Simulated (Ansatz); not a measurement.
**Single-point calculation of Si$_{2}$NH$_{6}$ (charge +1)**

- system: Si$_{2}$NH$_{6}$, charge +1
- method: RKS r2SCAN-D4/def2-TZVPP (Ansatz 0.2.0)

The geometry comes from this level: PBE0-D4/def2-TZVP.

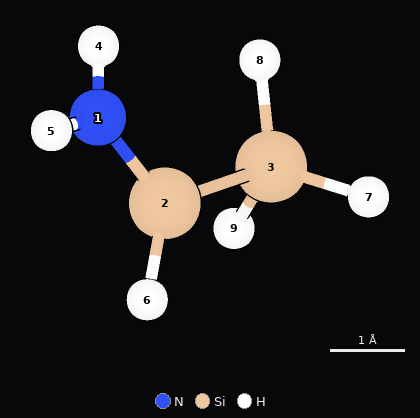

*The structure (ball-and-stick view, seen at a tilt; atoms are numbered from 1 in the order of the input).*

Bond lengths as drawn: H–N 1.01 Å, H–Si 1.48 Å, N–Si 1.65 Å and Si–Si 2.36 Å.

Key numbers:

```csv
quantity,value
outcome,converged
total energy,−17334.8170 eV
mean-field energy,−17334.7830 eV
dispersion energy,−0.0341 eV
SCF solution under orbital rotations,stable
hardware,"2 threads of Arm Neoverse V1, 23 GiB of memory available, shared host"
wall time,4.4 s (CPU time 7.9 s)
peak memory,0.23 GiB
```

Input:
```yaml
crystal:
  periodic: [false, false, false]
  atoms:
    - {symbol: N, position_ang: [-0.987735, 1.031113, -1.398964]}
    - {symbol: Si, position_ang: [0.237474, 0.942979, -0.297238]}
    - {symbol: Si, position_ang: [0.650522, -1.026894, 0.928039]}
    - {symbol: H, position_ang: [-1.616507, 0.266761, -1.608466]}
    - {symbol: H, position_ang: [-1.193714, 1.860547, -1.942174]}
    - {symbol: H, position_ang: [0.971261, 2.222767, -0.223169]}
    - {symbol: H, position_ang: [2.039852, -1.378692, 0.561582]}
    - {symbol: H, position_ang: [-0.372953, -1.983160, 0.456185]}
    - {symbol: H, position_ang: [0.493786, -0.599129, 2.335442]}
basis:
  gaussian: {orbitals: def2-TZVPP}
total_charge: 1
hamiltonian: {xc: r2scan, dispersion: d4}
```

Command:
```bash
ansatz run in.yaml --threads 2 --pin off --events-out ev --progress --plain --max-ram 4352MiB
```

Output:
```
Functional definition: r2SCAN
  name "r2SCAN"
  cite "Furness, Kaplan, Ning, Perdew & Sun, J. Phys. Chem. Lett. 11, 8208 (2020) doi:10.1021/acs.jpclett.0c02405"
  cite "Furness, Kaplan, Ning, Perdew & Sun, J. Phys. Chem. Lett. 11, 9248 (2020) doi:10.1021/acs.jpclett.0c03077"
  parent r2scan
  parameter k0 = 0.174
  parameter k1 = 0.065
  parameter a1 = 4.9479
  exchange = r2scan_x(k0 = k0, k1 = k1, a1 = a1)
  correlation = r2scan_c
1085 factors; their error is unknown
mean field evaluation 1: about -17320.6030 eV, gradient 8.7e1 eV
mean field evaluation 2: about -17272.2989 eV, gradient 1.4e2 eV
mean field evaluation 4: about -17334.6272 eV, gradient 8.4e0 eV
mean field evaluation 8: about -17334.8182 eV, gradient 2.1e-1 eV
mean field evaluation 16: about -17334.7830 eV, gradient 8.4e-5 eV
mean field -17334.78295827 eV, -637.0415237786 hartree, gradient 4.4e-5 eV, S^2 0.000000; 0 other end points of the search recorded, 0 dependent functions left out
reference -17334.78297173 eV, -637.0415242732 hartree; 20, 20 occupied and 179, 179 virtual orbitals, 1085 factors
Total energy: -17334.81704894 eV, -637.0427765874 hartree
```
